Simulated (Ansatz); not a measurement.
# C3H8F2Sn (SMILES CC(F)(F)[CH2][SnH3]): what the fields show

Input

```
crystal:
  periodic: [false, false, false]
  atoms:
    - { symbol: C, position_ang: [-0.0906, -2.1897, 0.1875] }
    - { symbol: C, position_ang: [-0.5505, -0.681, 0.0553] }
    - { symbol: F, position_ang: [-1.3499, -0.5149, -1.0966] }
    - { symbol: F, position_ang: [-1.2278, -0.3186, 1.1593] }
    - { symbol: C, position_ang: [0.6891, 0.2163, -0.0449] }
    - { symbol: Sn, position_ang: [0.1221, 2.3086, -0.1973] }
    - { symbol: H, position_ang: [-1.0195, -2.7803, 0.2389] }
    - { symbol: H, position_ang: [0.493, -2.4378, -0.7176] }
    - { symbol: H, position_ang: [0.4707, -2.2875, 1.1355] }
    - { symbol: H, position_ang: [1.3122, 0.107, 0.9086] }
    - { symbol: H, position_ang: [1.2877, -0.0441, -0.8948] }
    - { symbol: H, position_ang: [-0.82893, 2.7456, 1.21937] }
    - { symbol: H, position_ang: [1.60071, 3.31164, -0.31798] }
    - { symbol: H, position_ang: [-0.83837, 2.553, -1.67385] }
basis:
  gaussian: { orbitals: def2-SVP }
hamiltonian:
  xc: b3lyp
relax:
  f_tol: 0.015
  max_steps: 40
output:
  orbitals: {}
```

Run with:

```sh
ansatz run input.yaml --threads 2 --pin off --max-ram 3072MiB --backend cpu --events-out ev --progress --plain --runs-dir out
```

The fields are those of the relaxed geometry.

Core potentials replace the inner electrons of Sn.

All numbers below come from RKS B3LYP/def2-SVP in Ansatz 0.2.0.

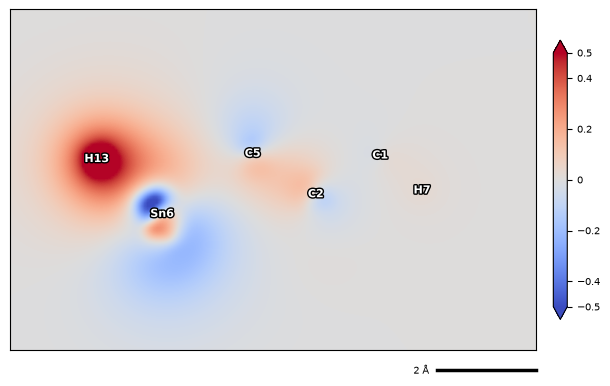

Figure 1. The HOMO−1 on the plane of atoms C2, C1 and H7 (values in Å⁻³ᐟ²; the overall sign is arbitrary).

### Where does this orbital lie, and at what energy?

It lies mainly on Sn6 (about 40 %), H13 (about 35 %), H12 (about 10 %) and H14 (about 10 %). Its energy is −8.67 eV.

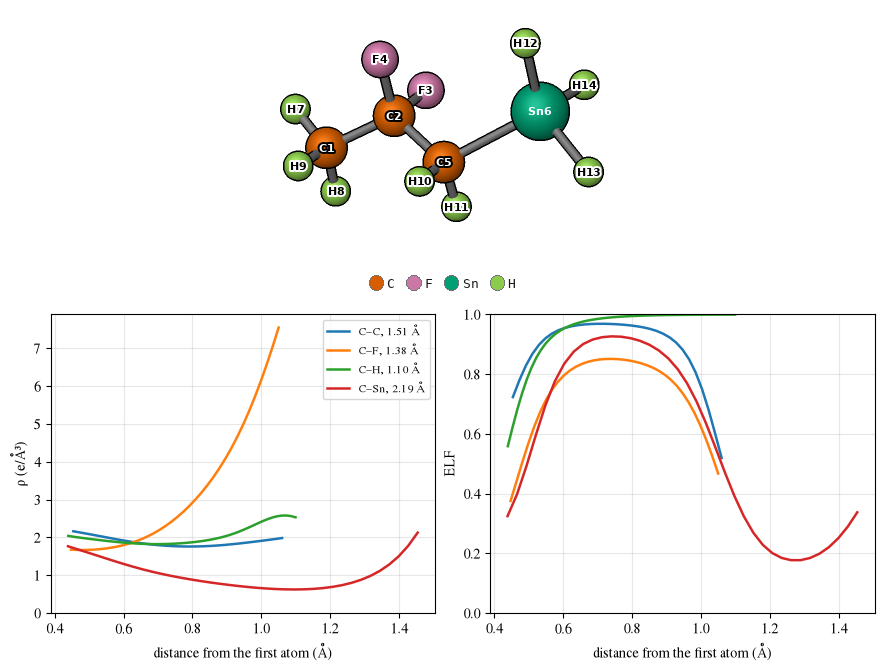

Figure 2. Electron density and ELF along straight lines between neighbouring atoms. The curves leave out the atomic cores. The structure is drawn too.

### Compare the contacts.

C–C (1.51 Å): the density is about 1.8 e/Å³ at the midpoint; the ELF peaks at about 0.95 between the atoms (a shared electron pair).
C–F (1.38 Å): ρ at the midpoint is about 2.1 e/Å³, with its minimum of 1.7 e/Å³ about 0.5 Å from C; the ELF peaks at about 0.85 between the atoms: a shared but strongly polarised pair.
C–H (1.10 Å): ρ at the midpoint is about 1.9 e/Å³; the ELF climbs to about 1 towards the hydrogen, as it does in any bond to H; a covalent bond by its length.
C–Sn (2.19 Å): the density is about 0.63 e/Å³ at the midpoint; the ELF peaks at about 0.95 in the valence shell of C, 0.7 Å from its nucleus, and drops to about 0.20 between the two atoms.

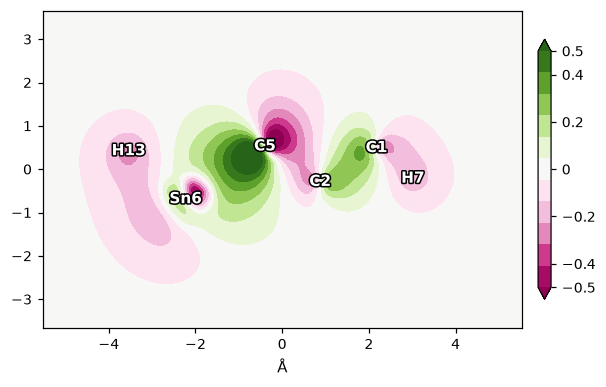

Figure 3. The HOMO on the plane of atoms C1, C2 and C5 (values in Å⁻³ᐟ²; the overall sign is arbitrary).

### Where does this orbital lie, and at what energy?

By Hirshfeld shares it lies mainly on C5 (about 35 %), Sn6 (about 30 %) and C2 (about 5 %). Its energy is −8.16 eV.
